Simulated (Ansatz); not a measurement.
Geometry relaxation, with input and output: SiNH$_{5}$SCl$_{2}$ (part 2 of 3)

SiNH$_{5}$SCl$_{2}$; RKS PBE-D4/6-31G* (Ansatz 0.2.0). It belongs to a series of runs on one base structure; here: end point A relaxed.

Geometry of the input (Å):
```
Si 0.2038  0.0552  -0.2255
H  -0.0746  -0.2460  1.1868
N  1.9157  0.1218  -0.4342
H  2.4607  -0.7262  -0.2557
H  2.2685  0.6079  -1.2618
Cl -0.4507  1.9263  -0.8003
Cl -0.7211  -1.4204  -1.3792
S  -2.8873  0.1322  1.1252
H  -3.1608  -1.1918  0.9836
H  -1.7881  -0.1318  1.9208
```

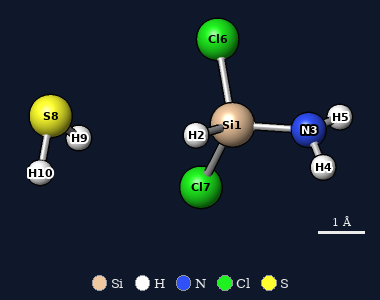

The geometry at step 17 of the log (ball-and-stick view, seen at a tilt; atoms are numbered from 1 in the order of the input).

## Trajectory as extended XYZ, continued
```
10
Properties=species:S:1:pos:R:3:forces:R:3 step=5 energy=-45310.26325 accepted=F
Si    0.3958    0.0880   -0.3158   -0.2765   0.1407  -0.2985
H     0.1235   -0.1940    1.1168   -0.0307  -0.0256   0.0155
N     2.0975    0.1297   -0.5624   -0.0747   0.0433   0.0169
H     2.6411   -0.6845   -0.2716    0.0352  -0.0127   0.0057
H     2.4609    0.5232   -1.4311    0.0119  -0.0013  -0.0346
Cl   -0.3566    1.9498   -0.8777    0.1810  -0.3473   0.1052
Cl   -0.6366   -1.3737   -1.4341    0.1386   0.2043   0.1939
S    -3.3278    0.0742    1.4141   -0.0265   0.0050  -0.0289
H    -3.3297   -1.2051    0.9573    0.0092   0.0008  -0.0277
H    -2.3019   -0.1804    2.2644    0.0326  -0.0071   0.0525
10
Properties=species:S:1:pos:R:3:forces:R:3 step=6 energy=-45310.27107
Si    0.3895    0.0774   -0.3144   -0.0286   0.0343  -0.0407
H     0.1204   -0.2293    1.1152   -0.0077  -0.0046   0.0097
N     2.0913    0.1366   -0.5628   -0.0226  -0.0179   0.0015
H     2.6469   -0.6714   -0.2731    0.0004   0.0214  -0.0122
H     2.4423    0.5266   -1.4394    0.0122  -0.0077   0.0037
Cl   -0.3486    1.9331   -0.8428    0.0221  -0.0586   0.0070
Cl   -0.6314   -1.3696   -1.4297    0.0117   0.0345   0.0339
S    -3.3316    0.0766    1.3944    0.0029  -0.0182  -0.0059
H    -3.3185   -1.2141    0.9675    0.0185   0.0250  -0.0081
H    -2.2940   -0.1387    2.2449   -0.0088  -0.0082   0.0111
10
Properties=species:S:1:pos:R:3:forces:R:3 step=7 energy=-45310.27506
Si    0.3817    0.0799   -0.3102   -0.0448   0.0400  -0.0458
H     0.1184   -0.2174    1.1229   -0.0054  -0.0019  -0.0018
N     2.0822    0.1325   -0.5665   -0.0242  -0.0098   0.0010
H     2.6386   -0.6708   -0.2671    0.0074   0.0074  -0.0052
H     2.4337    0.5133   -1.4467    0.0063  -0.0046  -0.0006
Cl   -0.3555    1.9320   -0.8533    0.0301  -0.0631   0.0125
Cl   -0.6500   -1.3711   -1.4133    0.0200   0.0347   0.0413
S    -3.3133    0.0777    1.3934    0.0076  -0.0292  -0.0053
H    -3.2445   -1.1897    0.9049    0.0184   0.0370  -0.0022
H    -2.3250   -0.1591    2.2958   -0.0153  -0.0106   0.0061
10
Properties=species:S:1:pos:R:3:forces:R:3 step=8 energy=-45310.27976
Si    0.3706    0.0860   -0.3063   -0.0283   0.0248  -0.0222
H     0.1133   -0.1973    1.1308   -0.0016   0.0070  -0.0112
N     2.0696    0.1263   -0.5723   -0.0206   0.0008  -0.0035
H     2.6261   -0.6709   -0.2586    0.0098  -0.0046   0.0019
H     2.4225    0.4931   -1.4578   -0.0013  -0.0022  -0.0014
Cl   -0.3615    1.9315   -0.8719    0.0232  -0.0402   0.0080
Cl   -0.6738   -1.3733   -1.3873    0.0118   0.0185   0.0280
S    -3.2899    0.0779    1.3962    0.1027  -0.1881   0.0132
H    -3.1358   -1.1506    0.8152    0.0169   0.1978   0.1034
H    -2.3750   -0.1955    2.3718   -0.1126  -0.0137  -0.1162
10
Properties=species:S:1:pos:R:3:forces:R:3 step=9 energy=-45310.27970 accepted=F
Si    0.3626    0.0915   -0.3052   -0.0608   0.0787  -0.0495
H     0.1054   -0.1603    1.1386    0.0054  -0.0065  -0.0389
N     2.0601    0.1185   -0.5806   -0.0334   0.0083  -0.0046
H     2.6145   -0.6734   -0.2509    0.0198  -0.0130   0.0072
H     2.4142    0.4676   -1.4728   -0.0132  -0.0052   0.0051
Cl   -0.3704    1.9295   -0.9052    0.0509  -0.0890   0.0238
Cl   -0.6949   -1.3802   -1.3644    0.0285   0.0329   0.0579
S    -3.2746    0.0763    1.4166    0.2555  -0.4257   0.0001
H    -2.9882   -1.0765    0.7131   -0.0453   0.4140   0.3074
H    -2.4625   -0.2656    2.4706   -0.2073   0.0054  -0.3085
10
Properties=species:S:1:pos:R:3:forces:R:3 step=10 energy=-45310.28670
Si    0.3678    0.1041   -0.3007    0.0022   0.0035  -0.0242
H     0.1160   -0.1475    1.1424   -0.0058   0.0101   0.0009
N     2.0648    0.1191   -0.5798   -0.0092  -0.0074  -0.0014
H     2.6169   -0.6763   -0.2531   -0.0009   0.0068  -0.0036
H     2.4156    0.4659   -1.4743   -0.0019  -0.0055   0.0040
Cl   -0.3446    1.9436   -0.9042    0.0026  -0.0206   0.0044
Cl   -0.6983   -1.3681   -1.3436    0.0065   0.0139   0.0196
S    -3.2877    0.0634    1.4120    0.0601  -0.0934   0.0112
H    -3.0689   -1.1112    0.7570    0.0011   0.0905   0.0281
H    -2.4154   -0.2659    2.4042   -0.0547   0.0022  -0.0389
10
Properties=species:S:1:pos:R:3:forces:R:3 step=11 energy=-45310.29166
Si    0.3664    0.1127   -0.2987   -0.0029   0.0085   0.0164
H     0.1158   -0.1073    1.1497    0.0049  -0.0026  -0.0040
N     2.0619    0.1145   -0.5860   -0.0096  -0.0063  -0.0115
H     2.6134   -0.6768   -0.2481   -0.0051   0.0085  -0.0038
H     2.4106    0.4467   -1.4868   -0.0021  -0.0078   0.0064
Cl   -0.3454    1.9423   -0.9283    0.0033  -0.0002  -0.0130
Cl   -0.7150   -1.3718   -1.3087    0.0098  -0.0007   0.0070
S    -3.2749    0.0605    1.4282    0.0477  -0.0853  -0.0016
H    -3.0109   -1.0594    0.6967    0.0046   0.0973   0.0597
H    -2.4555   -0.3341    2.4416   -0.0506  -0.0114  -0.0554
10
Properties=species:S:1:pos:R:3:forces:R:3 step=12 energy=-45310.29575
Si    0.3646    0.1249   -0.2903    0.0669  -0.0118  -0.0430
H     0.1260   -0.0711    1.1634   -0.0143   0.0274  -0.0112
N     2.0566    0.1122   -0.5961    0.0041   0.0067   0.0010
H     2.6095   -0.6727   -0.2458   -0.0063   0.0121  -0.0025
H     2.3975    0.4238   -1.5075   -0.0089  -0.0102   0.0200
Cl   -0.3419    1.9378   -0.9746   -0.0136  -0.0182   0.0234
Cl   -0.7142   -1.3849   -1.2671   -0.0306  -0.0049   0.0148
S    -3.2756    0.0618    1.4643    0.1556  -0.2521  -0.0511
H    -2.9288   -0.9643    0.6220   -0.0509   0.2270   0.2035
H    -2.5277   -0.4404    2.4916   -0.1020   0.0240  -0.1548
10
Properties=species:S:1:pos:R:3:forces:R:3 step=13 energy=-45310.29918
Si    0.3659    0.1225   -0.2986    0.0068   0.0433   0.1119
H     0.1259   -0.0279    1.1608    0.0188  -0.0175  -0.0262
N     2.0578    0.1123   -0.6047   -0.0201  -0.0189  -0.0479
H     2.6158   -0.6597   -0.2338   -0.0130   0.0155  -0.0073
H     2.3961    0.4018   -1.5245   -0.0010  -0.0124   0.0215
Cl   -0.3607    1.9228   -0.9920    0.0004  -0.0050  -0.0384
Cl   -0.7380   -1.4039   -1.2233    0.0223  -0.0050  -0.0186
S    -3.2484    0.0771    1.4849    0.2171  -0.3137   0.0520
H    -2.8465   -0.8655    0.5717   -0.0762   0.2032   0.2274
H    -2.6018   -0.5523    2.5193   -0.1550   0.1106  -0.2745
10
Properties=species:S:1:pos:R:3:forces:R:3 step=14 energy=-45310.30580
Si    0.3783    0.1269   -0.2895    0.0504  -0.0025  -0.0467
H     0.1523   -0.0189    1.1721   -0.0072   0.0167  -0.0207
N     2.0662    0.1164   -0.6156   -0.0114  -0.0001  -0.0021
H     2.6301   -0.6482   -0.2388   -0.0053   0.0170  -0.0009
H     2.3931    0.3915   -1.5438   -0.0072  -0.0089   0.0212
Cl   -0.3641    1.9027   -1.0305    0.0015   0.0113   0.0295
Cl   -0.7107   -1.4120   -1.2114   -0.0220  -0.0274   0.0303
S    -3.2653    0.0878    1.5258    0.1384  -0.1733   0.0542
H    -2.8412   -0.7863    0.5663   -0.0435   0.0823   0.0935
H    -2.6723   -0.6326    2.5252   -0.0937   0.0848  -0.1583
10
Properties=species:S:1:pos:R:3:forces:R:3 step=15 energy=-45310.30898
Si    0.4116    0.1389   -0.2951    0.0385  -0.0896   0.1836
H     0.2790    0.0497    1.1799   -0.0963  -0.0191   0.0293
N     2.0889    0.1214   -0.6559    0.0754  -0.0129  -0.0957
H     2.6754   -0.5878   -0.2063   -0.0748   0.0805  -0.0588
H     2.4054    0.3197   -1.6064    0.0287  -0.0230   0.0092
Cl   -0.3907    1.8878   -1.0283   -0.0020   0.0257  -0.0574
Cl   -0.7057   -1.4450   -1.1037    0.0063   0.0403   0.0053
S    -3.2730    0.1093    1.6024    0.0651  -0.0809  -0.0276
H    -2.9824   -0.6593    0.5152   -0.0079   0.0481   0.0620
H    -2.7425   -0.8074    2.4580   -0.0329   0.0310  -0.0497
10
Properties=species:S:1:pos:R:3:forces:R:3 step=16 energy=-45310.31404
Si    0.4331    0.1479   -0.2678   -0.0484   0.0588  -0.0878
H     0.2704    0.1084    1.2112    0.0528  -0.0020  -0.0754
N     2.1028    0.1412   -0.6820   -0.0749  -0.0097   0.0599
H     2.6628   -0.5850   -0.2367    0.1630  -0.0648   0.0344
H     2.4129    0.3011   -1.6431   -0.1131   0.0090   0.0481
Cl   -0.3889    1.8629   -1.0742   -0.0091  -0.0146   0.0130
Cl   -0.6733   -1.4713   -1.0234    0.0065   0.0210   0.0252
S    -3.2031    0.1277    1.6607    0.0400  -0.0510  -0.0044
H    -2.9820   -0.5500    0.5023    0.0003   0.0227   0.0075
H    -2.8685   -0.9557    2.4127   -0.0172   0.0305  -0.0204
10
Properties=species:S:1:pos:R:3:forces:R:3 step=17 energy=-45310.32213
Si    0.4256    0.1218   -0.2544    0.0829  -0.0166   0.0443
H     0.2770    0.0823    1.2227    0.0242   0.0081  -0.0257
N     2.0945    0.1480   -0.6753   -0.0900   0.0045   0.0231
H     2.7011   -0.5565   -0.2525    0.0297  -0.0086   0.0083
H     2.3632    0.3287   -1.6437   -0.0049   0.0044  -0.0056
Cl   -0.4308    1.8169   -1.0614   -0.0228   0.0275  -0.0156
Cl   -0.6520   -1.5172   -0.9964   -0.0249  -0.0257  -0.0165
S    -3.0980    0.1669    1.6683   -0.0058   0.0697  -0.0159
H    -2.9722   -0.4810    0.4810    0.0056  -0.0070  -0.0178
H    -2.9423   -0.9828    2.3714    0.0061  -0.0563   0.0214
10
Properties=species:S:1:pos:R:3:forces:R:3 step=18 energy=-45310.27126 accepted=F
Si    0.4261    0.0695   -0.2123    0.2026  -0.0081   0.0306
H     0.3279    0.0605    1.2670   -0.0135  -0.0367  -0.0020
N     2.0819    0.1661   -0.6828    0.0293  -0.1107  -0.0399
H     2.7643   -0.4943   -0.2883   -0.2345   0.1659  -0.1067
H     2.2806    0.3628   -1.6679    0.0645  -0.0406   0.1035
Cl   -0.5057    1.7239   -1.0283   -0.0309   0.0435  -0.0054
Cl   -0.6188   -1.6011   -0.9299    0.0107  -0.0291   0.0198
S    -2.9313    0.2305    1.6882   -0.2121  -1.4580   0.1462
H    -2.9589   -0.3387    0.4355    0.0176   0.2551   0.3190
H    -3.0999   -1.0519    2.2785    0.1662   1.2187  -0.4651
10
Properties=species:S:1:pos:R:3:forces:R:3 step=19 energy=-45310.32401
Si    0.4264    0.0907   -0.2188    0.0687   0.0485  -0.0440
H     0.3294    0.0642    1.2618   -0.0204  -0.0342  -0.0070
N     2.0820    0.1533   -0.6832   -0.0107  -0.0633   0.0112
H     2.7288   -0.5254   -0.2721   -0.0541   0.0593  -0.0394
H     2.3135    0.3385   -1.6614    0.0113  -0.0137   0.0352
Cl   -0.4762    1.7692   -1.0176   -0.0114   0.0154   0.0095
Cl   -0.6508   -1.5552   -0.9521    0.0139  -0.0143   0.0413
S    -3.0958    0.1905    1.6543    0.0213  -0.0510  -0.0514
H    -2.9519   -0.4077    0.4392   -0.0101   0.0356   0.0644
H    -2.9392   -0.9909    2.3098   -0.0086   0.0177  -0.0198
10
Properties=species:S:1:pos:R:3:forces:R:3 step=20 energy=-45310.32501
Si    0.4253    0.0832   -0.2064    0.0605  -0.0018   0.0286
H     0.3461    0.0449    1.2750   -0.0065   0.0133  -0.0057
N     2.0743    0.1582   -0.6911   -0.0011  -0.0450  -0.0348
H     2.7358   -0.5100   -0.2848   -0.0854   0.0685  -0.0463
H     2.2910    0.3425   -1.6734    0.0180  -0.0157   0.0595
Cl   -0.5044    1.7571   -0.9901    0.0093  -0.0540   0.0078
Cl   -0.6394   -1.5907   -0.8974    0.0115   0.0323  -0.0096
S    -3.0729    0.2050    1.6489    0.0277  -0.1652  -0.0297
H    -2.9423   -0.3569    0.4137   -0.0158   0.0493   0.0970
H    -2.9473   -1.0060    2.2653   -0.0183   0.1184  -0.0668
10
Properties=species:S:1:pos:R:3:forces:R:3 step=21 energy=-45310.32629
Si    0.4303    0.0851   -0.2026    0.0194  -0.0214  -0.0089
H     0.3483    0.0504    1.2785    0.0063   0.0154  -0.0042
N     2.0772    0.1587   -0.6924   -0.0146  -0.0201  -0.0159
H     2.7367   -0.5096   -0.2861   -0.0454   0.0402  -0.0217
H     2.2938    0.3395   -1.6748    0.0094  -0.0078   0.0362
Cl   -0.5104    1.7465   -0.9967    0.0165  -0.0084   0.0128
Cl   -0.6357   -1.5863   -0.8956    0.0126  -0.0014   0.0015
S    -3.0630    0.2033    1.6574    0.0160  -0.1117  -0.0053
H    -2.9555   -0.3443    0.4160   -0.0076   0.0312   0.0495
H    -2.9555   -1.0163    2.2561   -0.0127   0.0839  -0.0441
10
Properties=species:S:1:pos:R:3:forces:R:3 step=22 energy=-45310.32616 accepted=F
Si    0.4377    0.0817   -0.2050   -0.0179  -0.0099   0.0221
H     0.3735    0.0615    1.2775   -0.0007   0.0041  -0.0044
N     2.0760    0.1386   -0.7090   -0.0552   0.1087  -0.0390
H     2.7559   -0.4853   -0.2783    0.0506  -0.0765   0.0449
H     2.3078    0.3358   -1.6825    0.0021  -0.0127  -0.0192
Cl   -0.5012    1.7443   -0.9992    0.0091  -0.0072   0.0034
Cl   -0.6477   -1.5852   -0.8726    0.0064  -0.0121  -0.0058
S    -3.0841    0.1933    1.6736    0.0101  -0.0301   0.0405
H    -2.9970   -0.3186    0.4190    0.0035   0.0009  -0.0235
H    -2.9548   -1.0388    2.2363   -0.0078   0.0347  -0.0190
10
Properties=species:S:1:pos:R:3:forces:R:3 step=23 energy=-45310.32727
Si    0.4305    0.0792   -0.2020    0.0027   0.0058   0.0006
H     0.3534    0.0591    1.2796    0.0032  -0.0123  -0.0045
N     2.0736    0.1578   -0.6968    0.0011  -0.0014  -0.0030
H     2.7375   -0.4999   -0.2845    0.0024  -0.0027   0.0027
H     2.2933    0.3372   -1.6778    0.0029  -0.0005   0.0007
Cl   -0.5104    1.7399   -0.9949   -0.0145   0.0023  -0.0062
Cl   -0.6297   -1.5971   -0.8899    0.0057   0.0055   0.0113
S    -3.0520    0.2018    1.6679    0.0057  -0.0302   0.0055
H    -2.9630   -0.3222    0.4170   -0.0036   0.0117   0.0065
H    -2.9670   -1.0285    2.2412   -0.0057   0.0219  -0.0136
10
Properties=species:S:1:pos:R:3:forces:R:3 step=24 energy=-45310.32840
Si    0.4385    0.0672   -0.1914   -0.0299  -0.0073  -0.0054
H     0.3833    0.0560    1.2913    0.0011  -0.0060  -0.0061
N     2.0722    0.1584   -0.7091    0.0138   0.0217   0.0071
H     2.7547   -0.4747   -0.2906    0.0140  -0.0192   0.0120
H     2.2850    0.3371   -1.6909   -0.0028  -0.0009  -0.0188
Cl   -0.5333    1.7102   -0.9870   -0.0060   0.0035  -0.0005
Cl   -0.6154   -1.6234   -0.8527    0.0083   0.0063   0.0139
S    -3.0414    0.2058    1.6896    0.0107  -0.1065  -0.0239
H    -2.9867   -0.2499    0.4083   -0.0031   0.0290   0.0561
H    -2.9907   -1.0596    2.1923   -0.0062   0.0794  -0.0344
10
Properties=species:S:1:pos:R:3:forces:R:3 step=25 energy=-45310.32875
Si    0.4410    0.0598   -0.1874   -0.0411  -0.0251   0.0188
H     0.3970    0.0589    1.2958    0.0061   0.0048  -0.0083
N     2.0698    0.1618   -0.7162    0.0239   0.0266   0.0151
H     2.7621   -0.4540   -0.2884    0.0158  -0.0208   0.0139
H     2.2806    0.3311   -1.6997   -0.0079   0.0013  -0.0338
Cl   -0.5553    1.6857   -0.9892   -0.0027   0.0045  -0.0045
Cl   -0.6010   -1.6476   -0.8211    0.0062   0.0054   0.0001
S    -3.0087    0.2033    1.7173   -0.0018  -0.2078  -0.0922
H    -3.0032   -0.1770    0.4069    0.0001   0.0538   0.1407
H    -3.0162   -1.0948    2.1418    0.0015   0.1573  -0.0498
10
Properties=species:S:1:pos:R:3:forces:R:3 step=26 energy=-45310.32990
Si    0.4410    0.0581   -0.1874   -0.0199  -0.0126   0.0007
H     0.3953    0.0613    1.2955    0.0019  -0.0016  -0.0049
N     2.0713    0.1651   -0.7142    0.0183   0.0094   0.0078
H     2.7626   -0.4537   -0.2877    0.0055  -0.0086   0.0046
H     2.2787    0.3288   -1.7000   -0.0071  -0.0014  -0.0116
Cl   -0.5554    1.6819   -0.9938   -0.0076   0.0049  -0.0019
Cl   -0.5966   -1.6509   -0.8240    0.0073   0.0074   0.0089
S    -3.0099    0.2000    1.7236    0.0006  -0.0854  -0.0413
H    -3.0046   -0.1655    0.4126    0.0000   0.0262   0.0591
H    -3.0162   -1.0978    2.1353    0.0009   0.0617  -0.0216
10
Properties=species:S:1:pos:R:3:forces:R:3 step=27 energy=-45310.33098
Si    0.4400    0.0531   -0.1814   -0.0027  -0.0062   0.0176
H     0.4016    0.0665    1.3015    0.0039   0.0017  -0.0015
N     2.0680    0.1682   -0.7162    0.0039   0.0073  -0.0052
H     2.7642   -0.4444   -0.2880   -0.0008  -0.0035   0.0004
H     2.2673    0.3198   -1.7060   -0.0032  -0.0018   0.0004
Cl   -0.5722    1.6665   -0.9906   -0.0017  -0.0073  -0.0079
Cl   -0.5869   -1.6690   -0.7969    0.0010   0.0083  -0.0017
S    -3.0018    0.1936    1.7376   -0.0005  -0.0257  -0.0219
H    -3.0079   -0.1071    0.4116   -0.0007   0.0102   0.0338
H    -3.0062   -1.1201    2.0881    0.0009   0.0169  -0.0141
10
Properties=species:S:1:pos:R:3:forces:R:3 step=28 energy=-45310.32351 accepted=F
Si    0.4451    0.0392   -0.1494   -0.0179   0.0245  -0.0861
H     0.4351    0.0954    1.3336   -0.0044   0.0001  -0.0157
N     2.0607    0.1768   -0.7224   -0.0194  -0.0138  -0.0246
H     2.7735   -0.4162   -0.2925   -0.0016   0.0161  -0.0136
H     2.2295    0.2895   -1.7249   -0.0093  -0.0091   0.0723
Cl   -0.6220    1.5983   -1.0022    0.0347   0.0171   0.0296
Cl   -0.5639   -1.7073   -0.7186    0.0169  -0.0347   0.0352
S    -2.9817    0.1678    1.7924   -0.0201  -0.4582  -0.4344
H    -3.0324    0.0868    0.4161    0.0201   0.0185   0.5064
H    -2.9777   -1.2030    1.9277    0.0008   0.4395  -0.0691
10
Properties=species:S:1:pos:R:3:forces:R:3 step=29 energy=-45310.33134
Si    0.4406    0.0534   -0.1750   -0.0038  -0.0032  -0.0210
H     0.4056    0.0724    1.3078   -0.0042   0.0045  -0.0017
N     2.0675    0.1711   -0.7138    0.0090  -0.0020   0.0041
H     2.7627   -0.4456   -0.2895    0.0017   0.0028  -0.0008
H     2.2606    0.3173   -1.7057   -0.0011  -0.0003  -0.0001
Cl   -0.5752    1.6571   -1.0000   -0.0003   0.0045   0.0105
Cl   -0.5824   -1.6706   -0.7899   -0.0005  -0.0092   0.0109
S    -2.9851    0.1885    1.7442   -0.0036   0.0033   0.0028
H    -3.0234   -0.0856    0.4146    0.0005   0.0091  -0.0045
H    -3.0046   -1.1309    2.0671    0.0024  -0.0095  -0.0003
```
